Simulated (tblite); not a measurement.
Run report: C$_{3}$H$_{11}$AlS$_{2}$, molecular dynamics (part 2 of 3)

C$_{3}$H$_{11}$AlS$_{2}$; GFN2-xTB Langevin dynamics, gas phase (tblite 0.8.0). 

Geometry of the input (Å):
```
C  2.9707  0.1639  -0.8268
S  1.2747  -0.5028  -0.8612
Al 0.7996  0.4167  1.1029
S  -1.6531  0.3836  1.2523
C  -2.0318  0.8919  -0.4506
C  -1.7426  -1.4194  1.0718
H  3.6621  -0.6425  -0.6005
H  3.0570  0.9501  -0.0765
H  3.1856  0.5685  -1.8112
H  1.0116  1.9544  1.1194
H  1.0474  -0.4644  2.3538
H  -1.8348  1.9582  -0.5137
H  -3.0809  0.6948  -0.6488
H  -1.3915  0.3542  -1.1472
H  -2.7249  -1.6839  0.6931
H  -0.9576  -1.7672  0.3982
H  -1.5983  -1.8442  2.0610
```

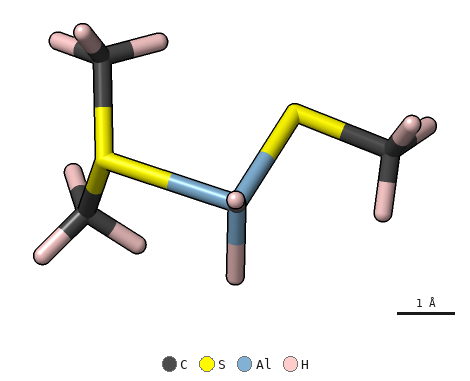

*The geometry at step 21 of the log (stick view, seen at a tilt).*

## Trajectory as extended XYZ, continued
```
17
Properties=species:S:1:pos:R:3:forces:R:3 step=13 time_fs=325.0 energy=-533.68944 temperature=272.9
C     2.8800   -0.0878   -0.3656    0.1980   0.2703  -0.4398
S     1.1313   -0.2811   -0.7211   -0.8015   0.2824   0.4844
Al    0.5294    0.8499    1.1491    0.7331   0.1620   0.0932
S    -1.9892    0.5243    1.3154    0.5140   0.6626   1.2302
C    -2.2460    1.1175   -0.3329    1.5716  -1.2222  -1.6609
C    -2.1868   -1.2693    1.2247   -0.1153   0.0508   0.3898
H     3.3313   -1.0259   -0.5790    0.3583  -0.9796   0.0895
H     3.1086    0.2069    0.6509   -0.1501   0.2229   0.0743
H     3.2934    0.5820   -1.1124    0.0092   0.4718   0.2108
H     0.7164    2.4471    1.1581   -0.3496  -0.5213  -0.1991
H     1.2411    0.1928    2.4199   -0.4563  -0.0269  -0.3070
H    -1.8842    2.1301   -0.3660   -0.0931   0.4491  -0.0017
H    -3.2749    1.0157   -0.5966   -0.5470   0.0966  -0.2328
H    -1.5719    0.5091   -1.0508   -0.9918   0.7812   0.8330
H    -2.8527   -1.4663    0.3849   -0.1339  -0.1920   0.3713
H    -1.1944   -1.6929    0.9942   -0.4597  -0.1762   0.4872
H    -2.6386   -1.4883    2.2417    0.7140  -0.3317  -1.4225
17
Properties=species:S:1:pos:R:3:forces:R:3 step=14 time_fs=350.0 energy=-533.72277 temperature=216.9
C     2.9839   -0.0226   -0.3473   -0.7383  -0.4230   0.0186
S     1.1394   -0.1945   -0.6858    0.6932   0.4964   0.4654
Al    0.5356    0.8466    1.2320   -0.4951  -0.7075  -0.5119
S    -1.9401    0.5296    1.3564    0.4038   0.1252  -0.0320
C    -2.3311    1.0368   -0.3741    0.5315  -0.9184   0.4329
C    -2.1166   -1.3081    1.3118    0.9067   0.3796  -1.2417
H     3.4731   -0.8557   -0.8245   -0.0293  -0.3526  -0.1944
H     3.1110   -0.1284    0.7286    0.1788   0.3430  -0.0456
H     3.3986    0.8801   -0.7769   -0.2497   0.2252   0.2473
H     0.3364    2.3688    1.2110    0.1918   0.1852   0.0640
H     0.6442   -0.0945    2.4672    0.2903   0.1492   0.0509
H    -2.1155    2.0825   -0.4583   -0.2936   0.4539   0.1385
H    -3.3433    0.7318   -0.5376   -0.6201   0.3576  -0.1452
H    -1.7072    0.5215   -1.0921    0.3540  -0.2532   0.0102
H    -2.8993   -1.3590    0.5571   -0.3503  -0.7051   0.5154
H    -1.1972   -1.7805    0.8105   -1.0006   0.5777   1.1980
H    -2.3647   -1.6385    2.3365    0.2268   0.0669  -0.9701
17
Properties=species:S:1:pos:R:3:forces:R:3 step=15 time_fs=375.0 energy=-533.74440 temperature=215.3
C     2.8981    0.0202   -0.2729    1.1872  -0.7790   0.0745
S     1.1636   -0.0608   -0.6309   -1.0375  -0.1677  -0.2695
Al    0.4456    0.7328    1.3259    0.8321   0.9269  -0.5498
S    -1.9154    0.5527    1.3646   -0.5962   0.5747   0.4018
C    -2.3706    0.9718   -0.3306   -0.3404   0.2912   0.1100
C    -2.0146   -1.2422    1.3415    0.6927  -0.4356  -2.2326
H     3.4432   -0.6924   -0.9208   -0.4423   0.1189   0.2408
H     3.0569   -0.2865    0.7646    0.1622   0.2821  -0.0994
H     3.3305    0.9848   -0.4896   -0.1481   0.3885   0.2135
H     0.5590    2.3181    1.2563   -0.1947  -0.2771   0.0407
H     0.8841    0.1070    2.6339   -0.0408  -0.4373   0.2784
H    -2.2552    2.0666   -0.4540   -0.6888  -0.6805   0.1698
H    -3.3408    0.4905   -0.5302    0.1549   0.8732   0.0959
H    -1.6666    0.5290   -0.9814    0.9495  -0.5574  -0.7915
H    -2.9365   -1.5885    0.8268    0.4038   0.2688   0.9064
H    -1.1601   -1.6406    0.7066   -0.6132   0.3134   0.7021
H    -1.8585   -1.4904    2.3591   -0.2802  -0.7031   0.7087
17
Properties=species:S:1:pos:R:3:forces:R:3 step=16 time_fs=400.0 energy=-533.81618 temperature=299.5
C     2.8911    0.0603   -0.1407    0.0894  -0.3797  -0.4363
S     1.0771    0.0475   -0.6060    0.9039  -0.3172   0.0036
Al    0.4494    0.6558    1.4083   -0.4300  -0.0849   0.2078
S    -2.0312    0.6056    1.3873    0.0442  -0.6858  -0.9711
C    -2.4219    0.9442   -0.4100    2.0235  -0.9246   0.2169
C    -1.8724   -1.2361    1.3644    0.7058   1.2088  -0.2281
H     3.4884   -0.4723   -0.9072   -0.6573   0.1807   0.2612
H     3.1064   -0.4218    0.8264   -0.3635   0.3714  -0.3165
H     3.1912    1.0996   -0.1702    0.1219   0.0660   0.2857
H     0.4647    2.1738    1.6754    0.2169   0.0583   0.1282
H     0.4888   -0.5070    2.4786    0.3574   0.3531  -0.0411
H    -2.4918    2.0058   -0.4360   -0.3975   0.5463  -0.2556
H    -3.2905    0.3850   -0.6599   -0.7245  -0.0013  -0.1033
H    -1.5752    0.6085   -1.0941   -0.8125   0.3767   0.9917
H    -2.8147   -1.6615    1.1698   -1.0486  -0.4814   0.1973
H    -1.1878   -1.5379    0.5831    0.2939   0.0816  -0.3269
H    -1.4061   -1.4618    2.3067   -0.3230  -0.3680   0.3865
17
Properties=species:S:1:pos:R:3:forces:R:3 step=17 time_fs=425.0 energy=-533.73437 temperature=232.9
C     2.7237    0.1905   -0.0103    0.6272   0.6781  -0.0618
S     1.0515    0.1255   -0.6135   -0.9378   0.0994   0.1526
Al    0.4911    0.6174    1.5093    0.0037  -0.9991  -0.2679
S    -2.1401    0.6430    1.3410    1.0732  -0.2113   0.8504
C    -2.4608    0.9125   -0.3894    1.0498   0.3134  -0.5132
C    -1.9346   -1.1396    1.2782   -0.2853  -0.3789   1.8593
H     3.3637   -0.3173   -0.7164    0.1627   0.0456  -0.2873
H     2.8335   -0.3064    0.9343   -0.0644  -0.1706   0.5866
H     3.0112    1.2476    0.0939    0.1402  -0.4117  -0.0686
H     0.9491    1.8817    2.1820   -0.0504   0.5664   0.0412
H     0.9279   -0.6862    2.3561   -0.3929   0.2786  -0.2052
H    -2.5803    1.9753   -0.3866   -0.1976   0.6953  -0.5647
H    -3.3565    0.4302   -0.6975   -0.6273  -0.4021  -0.1609
H    -1.6012    0.6295   -1.0317   -0.4199   0.0843   0.4184
H    -2.9178   -1.5043    1.0599   -0.4564  -0.5645   0.1287
H    -1.2645   -1.4594    0.5366    1.0166  -0.1165  -1.1740
H    -1.5327   -1.5368    2.2524   -0.6415   0.4936  -0.7336
17
Properties=species:S:1:pos:R:3:forces:R:3 step=18 time_fs=450.0 energy=-533.71474 temperature=223.8
C     2.7188    0.2602    0.1048   -0.5963   0.6082  -1.1700
S     0.9795    0.2356   -0.5592    0.5324   0.1437   0.1666
Al    0.4735    0.5552    1.5754   -0.5716   0.4523  -0.3685
S    -2.1254    0.6511    1.3429   -0.2817  -0.3183  -0.7783
C    -2.5882    0.8850   -0.4474   -1.7397   0.6249   0.5288
C    -2.0574   -1.1912    1.2266   -0.5175   0.3634  -0.1064
H     3.3252   -0.3339   -0.5470    0.2889  -0.1866  -0.5742
H     2.6793   -0.2430    1.0239    0.1882  -0.3071   1.4992
H     3.1136    1.2792    0.1537   -0.2137  -0.2879   0.1404
H     0.8889    1.9514    2.1468   -0.0853  -0.2530  -0.0151
H     0.4515   -0.7285    2.4150    0.1692  -0.1049   0.2077
H    -2.6887    1.9400   -0.7938    0.2884  -0.7083   0.7658
H    -3.6120    0.4105   -0.5823    1.3800   0.3812   0.1415
H    -1.8069    0.4112   -0.9735    0.5246  -0.5398  -0.8055
H    -2.9735   -1.6281    0.7381    1.0878   0.6298   0.4928
H    -1.1121   -1.4190    0.7354   -0.1757  -0.2688  -0.4335
H    -1.9509   -1.5207    2.2468   -0.2780  -0.2288   0.3087
17
Properties=species:S:1:pos:R:3:forces:R:3 step=19 time_fs=475.0 energy=-533.76670 temperature=338.0
C     2.6843    0.2889    0.1179   -0.9676  -1.5299  -0.9907
S     0.9305    0.3267   -0.4791    0.2628  -0.3143  -0.1383
Al    0.4175    0.5275    1.6356   -0.3097   1.0170  -0.3683
S    -2.0487    0.5777    1.3271   -0.3610  -0.3879   0.1700
C    -2.6122    0.8934   -0.3720   -0.5922   0.4885  -0.2313
C    -2.2027   -1.2612    1.2691    2.2602   0.4499   1.0667
H     3.1822   -0.3784   -0.5992    0.1167   0.3521   0.3073
H     2.7319   -0.1492    1.1048    0.1409   0.1664   0.2715
H     3.0067    1.2810    0.0411    0.7882   1.0904   0.1631
H     0.7019    2.0144    2.0665   -0.0830  -0.2739   0.1139
H     0.5836   -0.6106    2.5990    0.0219  -0.5151   0.3451
H    -2.7643    1.9706   -0.5495    0.6783  -0.3374   0.2225
H    -3.6428    0.5133   -0.4217    0.5140  -0.3784  -0.1779
H    -1.8990    0.4503   -1.0764   -0.4253   0.1981   0.1428
H    -2.8757   -1.5417    0.5225   -0.7811  -0.3608  -0.9647
H    -1.1709   -1.7002    1.1411   -0.8119   0.3616  -0.3260
H    -2.5016   -1.5891    2.2461   -0.4510  -0.0263   0.3944
17
Properties=species:S:1:pos:R:3:forces:R:3 step=20 time_fs=500.0 energy=-533.47089 temperature=249.3
C     2.6542    0.3608    0.0094    0.5818  -0.2603  -0.9635
S     0.9193    0.4147   -0.4585   -0.8350  -0.1052   0.2918
Al    0.3882    0.5690    1.7110    0.0756  -1.1760  -0.2423
S    -2.0205    0.4622    1.3131   -0.3738   0.0371  -0.0467
C    -2.6363    0.9742   -0.3487    0.7130   0.8335  -0.1192
C    -2.3044   -1.3319    1.3303    0.4144  -0.6209   0.2296
H     3.1433   -0.2411   -0.8216   -0.2556   0.4713   1.3739
H     2.7708   -0.0609    1.0398    0.2483   0.4188  -0.9772
H     2.9545    1.4085   -0.1243    0.4919  -0.4556   0.5540
H     0.4506    1.8123    2.5577    0.0369   0.4792   0.1028
H     0.7102   -0.8285    2.5265   -0.2063   0.5784  -0.4625
H    -2.8521    2.0227   -0.1556    0.6965   0.4476  -0.2287
H    -3.6405    0.6500   -0.5078   -0.3127  -1.1567  -0.2200
H    -1.9269    0.8431   -1.2177   -0.7829  -0.0487   1.2159
H    -2.8798   -1.5012    0.4198    0.0332  -0.3752   0.3963
H    -1.3664   -1.9457    1.3442   -0.5549   0.7367  -0.2393
H    -2.8427   -1.5810    2.2631    0.0296   0.1961  -0.6649
17
Properties=species:S:1:pos:R:3:forces:R:3 step=21 time_fs=525.0 energy=-533.57675 temperature=296.2
C     2.7746    0.3972   -0.0714   -0.3499   0.5992  -0.3997
S     0.9617    0.5261   -0.3775    0.1119   0.0464  -0.2583
Al    0.3858    0.5890    1.7592   -0.3485  -0.2517  -0.5000
S    -2.1106    0.4265    1.3042   -0.4997  -0.5210   0.7292
C    -2.5272    1.1783   -0.3156   -0.2968  -0.2927   0.3427
C    -2.3948   -1.4379    1.2877    0.0233   0.2256  -0.6595
H     3.2389   -0.0164   -0.9798   -0.2695  -0.2816   0.5942
H     2.8415   -0.2346    0.8365    0.6558   0.6553  -0.6310
H     3.1263    1.4545   -0.0331   -0.0237  -0.9477   0.6463
H     0.4958    1.9247    2.5265   -0.0333  -0.0870   0.0706
H     0.5220   -0.8477    2.3457    0.0517   0.1268   0.2267
H    -2.8581    2.1945   -0.0995    0.5932   0.0205   0.0622
H    -3.4050    0.7169   -0.7487    0.1220  -0.5094  -0.0812
H    -1.6323    1.0849   -0.9111   -0.0960   0.2846  -0.3813
H    -2.8314   -1.7821    0.3098    0.3637   0.5089   1.1859
H    -1.4214   -1.8889    1.4574    0.2242   0.0022  -0.3475
H    -2.9775   -1.7150    2.1758   -0.2283   0.4216  -0.5995
17
Properties=species:S:1:pos:R:3:forces:R:3 step=22 time_fs=550.0 energy=-533.48810 temperature=275.9
C     2.8011    0.3588   -0.1992   -1.5955  -0.2362   0.6593
S     0.9637    0.6084   -0.3069    0.3236   0.2261  -0.4298
Al    0.3541    0.4925    1.7893   -0.4893   1.1512   0.2862
S    -2.2076    0.4369    1.4073    0.1362   2.2619  -0.3917
C    -2.3825    1.3054   -0.2788   -2.3085  -0.5014   1.1987
C    -2.3817   -1.2840    1.1579    0.5733  -1.6537   0.6620
H     3.0128   -0.1215   -1.0915    0.5866  -0.8199  -1.8386
H     2.8971   -0.3740    0.5752    0.6380   0.0846   0.7372
H     3.3537    1.2630   -0.1389    0.1780   0.5836   0.5113
H     0.2899    1.8823    2.5374    0.0033  -0.2041  -0.2207
H     0.6829   -0.6526    2.6912    0.0161  -0.7648   0.1773
H    -2.9311    2.2562   -0.0935    0.8198  -0.5356   0.1499
H    -3.1016    0.7140   -0.8705    0.6785  -0.0197   0.1635
H    -1.4299    1.4203   -0.7022    0.8882   0.1688  -0.5640
H    -2.6824   -1.5776    0.1905   -0.2410   0.0131  -1.1807
H    -1.4239   -1.7777    1.3902   -0.0357   0.0532  -0.1306
H    -3.1112   -1.6930    1.8513   -0.1715   0.1929   0.2107
17
Properties=species:S:1:pos:R:3:forces:R:3 step=23 time_fs=575.0 energy=-533.54022 temperature=349.9
C     2.7970    0.2723   -0.2800   -1.1623  -0.3152  -2.1737
S     1.0192    0.6578   -0.2326   -0.4055   0.0061  -0.1565
Al    0.2846    0.3920    1.8470   -0.4034  -0.8101  -0.6636
S    -2.2510    0.5417    1.4888    0.4895  -2.0560   0.7691
C    -2.2760    1.2742   -0.1242    0.5909   0.7647  -0.0177
C    -2.3284   -1.3014    1.0237   -1.0388   0.5128   1.7400
H     2.9798   -0.2998   -1.2070   -0.1117   0.3651   0.2617
H     3.0197   -0.3351    0.5126    0.7722  -1.1865   2.0067
H     3.2942    1.1918   -0.3126    0.8861   1.0667   0.0951
H     0.3872    1.6350    2.6642    0.1021   0.4779   0.5563
H     0.1743   -1.1334    2.2710    0.3108   0.4196   0.2185
H    -2.9277    2.1233   -0.0364   -0.0261   0.6642  -0.0445
H    -2.7572    0.5910   -0.7677   -0.1927  -0.6609  -0.9275
H    -1.2552    1.5471   -0.4316   -0.5443  -0.0503  -0.1460
H    -2.6331   -1.3557    0.0258   -0.1907   0.0364  -1.4566
H    -1.4208   -1.8729    1.1926    0.1140   0.3525   0.1068
H    -3.1695   -1.7386    1.6170    0.8099   0.4131  -0.1681
17
Properties=species:S:1:pos:R:3:forces:R:3 step=24 time_fs=600.0 energy=-533.39236 temperature=289.1
C     2.7926    0.2586   -0.2672   -0.4707  -1.9928   0.6543
S     0.9896    0.6831   -0.1614    0.1810  -0.1783  -0.0491
Al    0.1827    0.3651    1.9288    0.8481  -0.0404   0.1695
S    -2.2686    0.4892    1.5317    0.3215   1.8182  -0.9368
C    -2.1786    1.3485   -0.1737    0.3803  -1.4241   0.8304
C    -2.3761   -1.1759    1.0320   -0.2851  -1.9900  -2.0721
H     2.9443   -0.6301   -1.0090   -0.3414   1.7576   1.1850
H     3.0821   -0.1057    0.7742   -0.0162   0.6535  -1.4180
H     3.2547    1.1795   -0.5829    0.3728  -0.1997   0.0380
H     0.4688    1.3981    3.1187   -0.2510  -0.2157  -0.5475
H     0.3714   -1.1567    2.2944   -0.1978   0.1242   0.0203
H    -2.8834    2.1205   -0.1092   -0.7557   1.1463   0.0619
H    -2.5178    0.6192   -0.9185    0.3837   0.2510   0.2630
H    -1.1628    1.7104   -0.3384   -0.2922  -0.1053  -0.1189
H    -2.7517   -1.2936   -0.0654    0.8046   0.3355   1.7461
H    -1.4110   -1.7250    1.1604   -0.5469   0.3445  -0.1876
H    -3.1422   -1.6413    1.6300   -0.1351  -0.2844   0.3615
17
Properties=species:S:1:pos:R:3:forces:R:3 step=25 time_fs=625.0 energy=-533.52077 temperature=325.8
C     2.7086    0.2248   -0.0947    0.5850   0.4104   0.4997
S     0.9101    0.5818   -0.0802    0.2321  -0.0336   0.1066
Al    0.1409    0.3505    1.9799   -0.4691   0.7727   0.5228
S    -2.2551    0.5839    1.4946   -0.4086  -1.6799   0.2863
C    -2.1201    1.4171   -0.0856   -2.8832  -0.8830  -0.8924
C    -2.4474   -1.2449    1.0264    0.4400   0.8062  -0.7240
H     2.7916   -0.6470   -0.7406    0.3258   0.1731   0.0147
H     3.1323   -0.0286    0.9361   -0.5797   0.5637  -1.3761
H     3.1866    1.1396   -0.5631   -0.3366  -1.2337   0.7145
H    -0.0443    1.7229    2.8588    0.4320  -0.5654  -0.3519
H    -0.0033   -1.0560    2.6049    0.2145  -0.0224   0.0511
H    -3.0153    2.1219   -0.0804    1.0873  -0.8599  -0.4724
H    -2.1861    0.6229   -0.8968    0.0142   1.2620   0.8891
H    -1.2335    1.9523   -0.1415    1.4611   0.8778  -0.1762
H    -3.1042   -1.3961    0.1395    0.4248   0.4107   0.7778
H    -1.4106   -1.5690    0.7784   -0.7116  -0.0905   0.2307
H    -2.8564   -1.7477    1.8968    0.1720   0.0918  -0.1000
17
Properties=species:S:1:pos:R:3:forces:R:3 step=26 time_fs=650.0 energy=-533.54189 temperature=350.7
C     2.6482    0.1106    0.0897   -0.9033  -0.0227   0.0276
S     0.8701    0.4491   -0.0392   -0.5491  -0.3723  -0.2504
Al    0.0122    0.3544    2.0110    1.1016   0.1715   0.3449
S    -2.2571    0.5879    1.5395   -0.3833   1.7523  -0.3553
C    -2.1214    1.5399   -0.0851   -1.2140  -0.7776  -0.3349
C    -2.4809   -1.1122    1.0772    0.7803  -0.8495   0.1024
H     2.8173   -0.7586   -0.5069    0.3789  -0.4379  -0.2747
H     2.9236   -0.0290    1.1070    0.2827  -0.1635   0.7125
H     3.0884    0.9838   -0.3144    0.7411   0.5989  -0.3940
H     0.5185    1.6946    2.5849   -0.2197   0.1550   0.2141
H    -0.1865   -0.8043    3.0289    0.0606  -0.1689  -0.2171
H    -3.1194    2.1097   -0.2383    1.7727  -0.9799   0.2027
H    -1.9418    0.7539   -0.8921   -0.3042   1.2428   0.9697
H    -1.2520    2.2049   -0.0054   -0.4846  -0.1961  -0.0411
H    -3.4860   -1.2015    0.7579   -1.0183  -0.3893  -0.1556
H    -1.8259   -1.3614    0.2317    0.0854  -0.1300   0.3777
H    -2.2727   -1.7454    1.9836   -0.1270   0.5670  -0.9286
17
Properties=species:S:1:pos:R:3:forces:R:3 step=27 time_fs=675.0 energy=-533.68345 temperature=343.1
C     2.6146   -0.0333    0.3050   -1.4420  -0.4802  -0.7892
S     0.8187    0.3057   -0.0376    0.3517  -0.0732  -0.2384
Al    0.0215    0.4434    2.0194   -0.0914  -0.7540  -0.1705
S    -2.3541    0.7001    1.5883   -0.1534  -1.0996  -0.3208
C    -2.2662    1.5555   -0.0082    1.6228   0.6650   0.5346
C    -2.4726   -1.1005    1.0474   -0.2079   0.5661   1.7095
H     2.9117   -0.9091   -0.2603    0.0144   0.1290  -0.1477
H     2.6946   -0.2205    1.3321    0.3281  -0.2255   1.3899
H     3.0999    0.8527    0.0130    0.8258   0.7514  -0.3377
H     0.1274    1.7318    2.8260    0.2023   0.1739   0.2027
H    -0.0727   -1.0905    2.5264    0.2642   0.5965   0.2834
H    -3.1832    2.0751   -0.1811   -0.3031   0.3410  -0.1205
H    -2.0588    0.8062   -0.7356   -0.0273  -0.3284  -0.6505
H    -1.3490    2.2317    0.0175   -1.2473  -0.5054  -0.0090
H    -3.5245   -1.3654    1.1996    0.4076  -0.1530   0.1209
H    -2.2219   -1.2360    0.0223    0.4133   0.0748  -0.5095
H    -1.7659   -1.6332    1.7552   -0.9577   0.3216  -0.9471
17
Properties=species:S:1:pos:R:3:forces:R:3 step=28 time_fs=700.0 energy=-533.71107 temperature=305.7
C     2.5278   -0.0897    0.4615    0.0569  -0.4496   0.7789
S     0.8120    0.1730   -0.0786   -0.1985   0.2894   0.0949
Al    0.0334    0.4737    1.9940    0.3389   0.4306   0.2392
S    -2.4352    0.7119    1.6293    0.4109   0.3285  -0.3010
C    -2.4482    1.5932   -0.0101    1.8005  -0.7740   0.9282
C    -2.5596   -1.0147    1.0954   -0.7126   0.7230   0.0634
H     2.9102   -0.8674   -0.2020    0.1974   0.2921   0.1232
H     2.5194   -0.4842    1.5048    0.0569   0.2613  -0.6227
H     3.1325    0.8260    0.4407   -0.3395  -0.3335  -0.2145
H     0.2201    1.8534    2.7329   -0.0768  -0.1397  -0.3276
H     0.3469   -0.7398    2.9143   -0.2658  -0.1644  -0.1400
H    -3.3819    2.0111   -0.0400   -2.2077   0.7898  -0.5828
H    -2.1206    1.0197   -0.8555   -0.3532  -0.7414  -0.1395
H    -1.7160    2.3669    0.0225    0.5903   0.8019   0.4639
H    -3.5037   -1.4276    1.4210    0.0088  -0.1891   0.2793
H    -2.5607   -0.9357    0.0396    0.0797  -0.3766  -1.0129
H    -1.6965   -1.5226    1.4478    0.6138  -0.7484   0.3699
```
